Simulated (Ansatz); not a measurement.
# Run report: Al2H5ClO, nudged elastic band (part 2 of 2)

Al2H5ClO; RKS r2SCAN-D4/def2-SVP (Ansatz 0.2.0). The run did not end well. One setting was made poor on purpose. It belongs to a series of runs on one base structure; here: band between the two ends.

Geometry of the input (Å):
```
Al 0.1985  -0.3840  0.3502
Cl -0.9008  0.9121  1.6102
H  1.5412  0.1004  -0.3105
H  -0.8670  -1.1190  -0.7987
O  0.2260  -2.1008  1.0158
Al -0.9561  -2.7864  -0.2612
H  -0.2156  -3.6934  -1.3265
H  -2.3918  -3.0728  0.3386
H  0.6129  -2.4791  1.8132
```

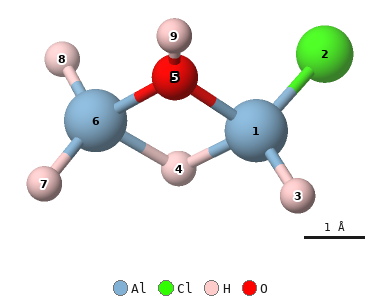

Figure 1. The structure as given in the input (ball-and-stick view, seen at a tilt; atoms are numbered from 1 in the order of the input). Sticks mark near contacts.

```
Unfinished report: {"positions_ang":[[0.047980838997917476,-0.09675662524584673,0.20638433175485402],[0.0009645966924639116,0.4382161994388277,2.313941466117948],[1.4508648541564662,0.1158309156677816,-0.5151074113052602],[-1.2984587422932021,0.057957825489791975,-0.6338225654993864],[-0.04074078989955243,-2.00663142575496,0.6521028181150093],[-0.8167383562230276,-3.355525910476682,-0.19657029212420013],[0.04615161014819784,-4.65888748818866,-0.3780866255466256],[-2.307506442423593,-3.131358064593794,-0.6206728164994888],[0.1647824308443308,-1.9859464163364609,1.6028311049871495]],"unchecked":["starts","cluster_reference","orbital_swaps","neighbouring_geometries","increment"],"mean_field":{"relativity":"none","state":{"energy":{"ev":-27835.22682059831,"hartree":-1022.9257182626001},"converged":true,"gradient_ev":0.000014795737365356497,"stability":{"kind":"minimum","curvature_ev":61.53924838455771},"curvature_floor_ev":0.00030000000000000003,"spin_squared":-2.842170943040401e-14},"others":[],"fillings":{"estimated":0,"unestimated":0,"tried":0,"untried":0,"excluded_magnetic_sites":0},"n_dropped_functions":0,"n_trapped_functions":0,"passes":{"evaluations":4,"products":26},"factors":{"origin":"density fitting in generated functions","count":1014,"bound_ev":null},"gradient_stop_ev":0.00009,"reference_kind":"stationary","functional":{"name":"r2SCAN","citations":["Furness, Kaplan, Ning, Perdew & Sun, J. Phys. Chem. Lett. 11, 8208 (2020) doi:10.1021/acs.jpclett.0c02405","Furness, Kaplan, Ning, Perdew & Sun, J. Phys. Chem. Lett. 11, 9248 (2020) doi:10.1021/acs.jpclett.0c03077"],"text":"name \"r2SCAN\"\ncite \"Furness, Kaplan, Ning, Perdew & Sun, J. Phys. Chem. Lett. 11, 8208 (2020) doi:10.1021/acs.jpclett.0c02405\"\ncite \"Furness, Kaplan, Ning, Perdew & Sun, J. Phys. Chem. Lett. 11, 9248 (2020) doi:10.1021/acs.jpclett.0c03077\"\nparent r2scan\nparameter k0 = 0.174\nparameter k1 = 0.065\nparameter a1 = 4.9479\nexchange = r2scan_x(k0 = k0, k1 = k1, a1 = a1)\ncorrelation = r2scan_c\n","parameters":{"a1":{"value":4.9479,"default":4.9479},"k0":{"value":0.174,"default":0.174},"k1":{"value":0.065,"default":0.065}},"final_grid":{"core_spheres":27.0,"valence_spheres":18.0,"degree":36.0},"final_grid_parameter_source":"default","radial_points_factor":1.0,"radial_grid_error_ev":0.00004202825166463307,"grid_sensitivity":"normal","grid_sensitivity_ratio":0.004213694444324409},"unsmoothed_excess_ev":-0.00001353146701771892,"symmetry":{"irreps":["A"],"axes":[[0.9991794526778871,-0.027710379016921114,0.029539062968491955],[0.02765912171220612,0.9996151172556059,0.002142507916084415],[-0.029587063599271265,-0.0013237253490412267,0.9995613304939187]],"occupied":[{"A":28},{"A":28}]},"density_repulsion":{"missed_ev":0.00008273207618251301,"excess_ev":0.00008273207618251301,"most_excess_ev":0.0007279999999999999,"are_drawn_again":false,"n_first_factors":1014,"energy_change_ev":0.0,"n_dropped_ends":0},"direct_passes":"host"},"factors":{"origin":"density fitting in generated functions","count":1014,"bound_ev":null},"n_frozen":0,"n_occupied":[28,28],"n_virtual":[65,65],"reference":{"ev":-27835.22682059831,"hartree":-1022.9257182626001},"dispersion":{"energy":{"ev":-0.04576459107776903,"hartree":-0.0016818177017540398},"switches_in_reach":[]},"total":{"ev":-27835.27258518939,"hartree":-1022.9274000803018},"forces_ev_per_angstrom":[[-0.022989119042912436,-0.0168740761372311,0.015731142048370204],[0.010457724039682887,0.06209510010296786,-0.048984498969475085],[-0.013859310333515357,-0.0020348216243677923,0.04806879297776899],[-0.008395340048041218,0.027512492992600595,0.01619783960856505],[-0.05665629911723625,0.010315379331029894,-0.1010578852461996],[-0.05636377055474699,-0.06904138125093483,0.02223256685510569],[0.045138142757681916,0.01849326984965204,0.03308318724350521],[-0.03701317624889634,0.030997015574455663,-0.07948529190203639],[0.1396811485616143,-0.061462978840987455,0.09421414738227081]],"charge_distribution":{"dipole_moment_e_ang":[-0.14058719724880123,-1.0818937804093882,-0.0987332002100219],"mulliken_charges_e":[0.658505560426855,-0.39475645734436426,-0.21920182877856065,-0.24102127531246786,-0.5458565368080492,0.8222573653152665,-0.16308338854034976,-0.15334749871633235,0.23650405975794608],"lowdin_charges_e":[-0.05153130988632881,-0.018763300776139857,-0.15363896288359413,-0.14537449690694038,0.1758439713506217,0.42057070615870273,-0.11619095039431904,-0.10616238171722991,-0.004753274944840236]},"n_threads":2,"memory_gib":2.556818182580173,"seconds":{"hamiltonian":3.312171962,"orbitals":0.0,"second_order":0.0,"solver_start":0.0,"cycles":0.0,"cycle":0.0,"perturbative":0.0,"full_ci_increment":0.0,"forces":0.0}}
this run last wrote the band of iteration 35 to [file]
Error: NEB band did not converge after 35 iterations: max|band force component| = 1.41e-1 eV/Å (threshold 5.0e-2); raise `neb.max_iterations` in a new run, which can start from the last band evaluated (`neb.initial_path`, with `crystal.atoms` and `neb.final_atoms` set to its first and last images), add images, or start from endpoints closer to local minima. Where this run's directory can be resumed (`checkpoint.write`), a resume goes on for up to `neb.max_iterations` more; to start a new run from the last band, take its images' positions from the `neb_iteration` event of iteration 35 (`data.images[].positions_ang`), in the event stream of the run that computed that iteration (not this run's, if it was resumed behind it). With `checkpoint.write`, `steps/00-neb/state/checkpoint.json` in the run directory holds the last saved band, under `neb.evaluated.images[].positions_ang` (a band under a hybrid functional on support functions is neither saved nor resumed: `neb.initial_path` says where its path is): check the last entry of `neb.iterations` there, which is earlier than 35 if that iteration was not saved or its write failed. If the band's step has no `state` directory and holds `state.next`, a write was cut short, and the file is under `state.next` instead (behind a loss of power it can be under `state.prev`)
this run wrote the band of iteration 35 to [file] as well, whether or not its events were kept: a new run's `neb.initial_path` can list its `images[].positions_ang`
a run's events are kept only if it was started with --events-out <file>, and are in that file
```

## The last band as extended XYZ (Å, eV, eV/Å)
```
9
Properties=species:S:1:pos:R:3:forces:R:3 image=0 energy=-27836.30499
Al    0.1985   -0.3840    0.3502   -0.0006   0.0043   0.0019
Cl   -0.9008    0.9121    1.6102    0.0009  -0.0013   0.0001
H     1.5412    0.1004   -0.3105   -0.0037   0.0006   0.0033
H    -0.8670   -1.1190   -0.7987    0.0022   0.0001  -0.0034
O     0.2260   -2.1008    1.0158    0.0043  -0.0023  -0.0099
Al   -0.9561   -2.7864   -0.2612   -0.0036  -0.0013   0.0025
H    -0.2156   -3.6934   -1.3265    0.0010  -0.0046  -0.0032
H    -2.3918   -3.0728    0.3386   -0.0004   0.0035   0.0019
H     0.6129   -2.4791    1.8132   -0.0002   0.0010   0.0070
9
Properties=species:S:1:pos:R:3:forces:R:3 image=1 energy=-27836.22597
Al    0.1960   -0.3756    0.3052    0.0547  -0.0363   0.0071
Cl   -0.6469    0.7694    1.8760   -0.1242   0.0960  -0.0738
H     1.4361    0.1925   -0.4807   -0.0022  -0.0450   0.0285
H    -0.8962   -1.1106   -0.8319    0.0706  -0.1036  -0.0011
O     0.2409   -2.0941    0.9753    0.0293  -0.0161   0.0328
Al   -0.9273   -2.8152   -0.2897   -0.0090   0.0486  -0.0162
H    -0.1197   -3.8391   -1.1918   -0.0459   0.1348  -0.1039
H    -2.4253   -3.0388    0.1650    0.0113  -0.0042   0.1182
H     0.3897   -2.3117    1.9035    0.0154  -0.0742   0.0084
9
Properties=species:S:1:pos:R:3:forces:R:3 image=2 energy=-27835.85415
Al    0.1582   -0.3187    0.2497    0.1041  -0.1285   0.0616
Cl   -0.4147    0.6445    2.0668   -0.1768   0.1576  -0.1256
H     1.4388    0.2201   -0.4970   -0.0522   0.0029  -0.0127
H    -1.0207   -0.9245   -0.8196    0.1998  -0.5641  -0.0395
O     0.2198   -2.0715    0.8959    0.0641  -0.0348   0.1368
Al   -0.8956   -2.9120   -0.2924   -0.0346   0.3301  -0.1171
H    -0.0515   -4.0706   -0.9956   -0.0880   0.3631  -0.1978
H    -2.4409   -3.0486   -0.0355   -0.0804   0.0183   0.1870
H     0.2538   -2.1417    1.8588    0.0640  -0.1445   0.1073
9
Properties=species:S:1:pos:R:3:forces:R:3 image=3 energy=-27835.40513
Al    0.1119   -0.2353    0.2069    0.0321  -0.0533   0.0218
Cl   -0.3032    0.5849    2.1545   -0.0870   0.1016  -0.0758
H     1.4850    0.1840   -0.4593    0.0018   0.0205   0.0298
H    -1.1285   -0.5502   -0.8058    0.0934  -0.2547  -0.0437
O     0.1576   -2.0601    0.8073    0.0313  -0.0625   0.1469
Al   -0.8577   -3.1258   -0.2252    0.0038   0.1197  -0.0188
H    -0.0059   -4.2966   -0.8631   -0.0172   0.1825  -0.1305
H    -2.4195   -3.0623   -0.1619   -0.1079   0.0154   0.1087
H     0.2076   -2.0617    1.7778    0.0497  -0.0692  -0.0383
9
Properties=species:S:1:pos:R:3:forces:R:3 image=4 energy=-27835.27478
Al    0.0726   -0.1568    0.2012    0.0063  -0.0282   0.0122
Cl   -0.1651    0.5316    2.2396   -0.0210   0.0627  -0.0418
H     1.4804    0.1426   -0.4700    0.0061   0.0130   0.0468
H    -1.2254   -0.2205   -0.7388    0.0143  -0.0158  -0.0172
O     0.0666   -2.0374    0.7262   -0.0433  -0.0482  -0.0612
Al   -0.8293   -3.2736   -0.1962   -0.0038   0.0019   0.0430
H     0.0281   -4.5150   -0.6478    0.0369   0.0496  -0.0263
H    -2.3708   -3.0720   -0.3734   -0.0801   0.0084   0.0028
H     0.1902   -2.0220    1.6901    0.0846  -0.0433   0.0418
9
Properties=species:S:1:pos:R:3:forces:R:3 image=5 energy=-27835.27257
Al    0.0480   -0.0968    0.2064   -0.0230  -0.0169   0.0157
Cl    0.0010    0.4382    2.3139    0.0105   0.0621  -0.0490
H     1.4509    0.1158   -0.5151   -0.0139  -0.0020   0.0481
H    -1.2985    0.0580   -0.6338   -0.0084   0.0275   0.0162
O    -0.0407   -2.0066    0.6521   -0.0567   0.0103  -0.1011
Al   -0.8167   -3.3555   -0.1966   -0.0564  -0.0690   0.0222
H     0.0462   -4.6589   -0.3781    0.0451   0.0185   0.0331
H    -2.3075   -3.1314   -0.6207   -0.0370   0.0310  -0.0795
H     0.1648   -1.9859    1.6028    0.1397  -0.0615   0.0942
9
Properties=species:S:1:pos:R:3:forces:R:3 image=6 energy=-27835.32731
Al   -0.0072   -0.0770    0.2275   -0.0110  -0.0206   0.0159
Cl    0.0919    0.4287    2.3385    0.0127   0.0713  -0.0250
H     1.3667    0.0922   -0.5622   -0.0167  -0.0047   0.0385
H    -1.3854    0.1447   -0.5361   -0.0255   0.0320   0.0324
O    -0.1066   -1.9927    0.6540   -0.0833  -0.0592  -0.0406
Al   -0.7907   -3.3800   -0.2109    0.0106   0.0040   0.0594
H     0.0267   -4.7226   -0.1441    0.0246   0.0062   0.0698
H    -2.1616   -3.1068   -0.9102   -0.0336   0.0334  -0.1181
H     0.2135   -2.0096    1.5745    0.1222  -0.0623  -0.0323
9
Properties=species:S:1:pos:R:3:forces:R:3 image=7 energy=-27835.38442
Al   -0.0596   -0.0709    0.2460    0.0005  -0.0197   0.0178
Cl    0.1816    0.4261    2.3466    0.0104   0.0631  -0.0141
H     1.2717    0.0669   -0.6202   -0.0153  -0.0034   0.0227
H    -1.4749    0.1965   -0.4273   -0.0249   0.0250   0.0423
O    -0.1526   -1.9902    0.6683   -0.0446  -0.0906   0.0140
Al   -0.7546   -3.3922   -0.2291    0.0559   0.0207   0.0905
H    -0.0435   -4.7653    0.0662   -0.0057   0.0189   0.0660
H    -1.9425   -3.0685   -1.1889   -0.0289   0.0273  -0.1303
H     0.2217   -2.0256    1.5693    0.0526  -0.0411  -0.1091
9
Properties=species:S:1:pos:R:3:forces:R:3 image=8 energy=-27835.42802
Al   -0.1059   -0.0696    0.2590    0.0044  -0.0146   0.0156
Cl    0.2780    0.4202    2.3405    0.0071   0.0458  -0.0090
H     1.1671    0.0514   -0.6923   -0.0119  -0.0008   0.0088
H    -1.5620    0.2306   -0.3044   -0.0152   0.0158   0.0386
O    -0.1822   -1.9913    0.6792   -0.0125  -0.0816   0.0378
Al   -0.7100   -3.4003   -0.2475    0.0503   0.0136   0.0865
H    -0.1584   -4.7916    0.2425   -0.0193   0.0273   0.0409
H    -1.6686   -3.0431   -1.4280   -0.0101   0.0148  -0.1083
H     0.1893   -2.0294    1.5819    0.0072  -0.0203  -0.1109
9
Properties=species:S:1:pos:R:3:forces:R:3 image=9 energy=-27835.45592
Al   -0.1484   -0.0679    0.2701    0.0022  -0.0063   0.0103
Cl    0.3844    0.4143    2.3208    0.0032   0.0257  -0.0054
H     1.0479    0.0488   -0.7750   -0.0070  -0.0002   0.0021
H    -1.6442    0.2539   -0.1645   -0.0045   0.0073   0.0226
O    -0.2016   -1.9924    0.6837   -0.0117  -0.0481  -0.0004
Al   -0.6607   -3.4072   -0.2649    0.0211   0.0071   0.0441
H    -0.3035   -4.7992    0.3786   -0.0145   0.0208   0.0163
H    -1.3634   -3.0448   -1.6159    0.0051   0.0024  -0.0542
H     0.1368   -2.0285    1.5981    0.0061  -0.0087  -0.0355
9
Properties=species:S:1:pos:R:3:forces:R:3 image=10 energy=-27835.46532
Al   -0.1906   -0.0631    0.2857    0.0022   0.0077  -0.0076
Cl    0.5047    0.4172    2.2873   -0.0066  -0.0040  -0.0141
H     0.9051    0.0526   -0.8637   -0.0015   0.0027   0.0081
H    -1.7199    0.2710   -0.0039    0.0060   0.0005   0.0072
O    -0.2152   -1.9920    0.6813   -0.0027  -0.0153   0.0084
Al   -0.6096   -3.4139   -0.2840    0.0105   0.0097  -0.0076
H    -0.4575   -4.7871    0.4702   -0.0047   0.0056  -0.0024
H    -1.0469   -3.0758   -1.7526   -0.0011  -0.0053   0.0139
H     0.0772   -2.0319    1.6107   -0.0021  -0.0016  -0.0059
```

## Outcome

- outcome: not converged
- barrier, forward (band not converged): 1.032 eV
- barrier, backward: 0.193 eV
- wall time: 16 min (CPU time 32 min)
- peak memory: 0.16 GiB

The run did not converge: “NEB band did not converge after 35 iterations: max|band force component| = 1.41e-1 eV/Å (threshold 5.0e-2); raise `neb.max_iterations` in a new run, which can start from the last band evaluated (`neb.initial_path`, with `crystal.atoms` and `neb.final_atoms` set to its first and last images), add images, or start from endpoints closer to local minima …” Its last values are not results. A deliberately poor setting: step length.
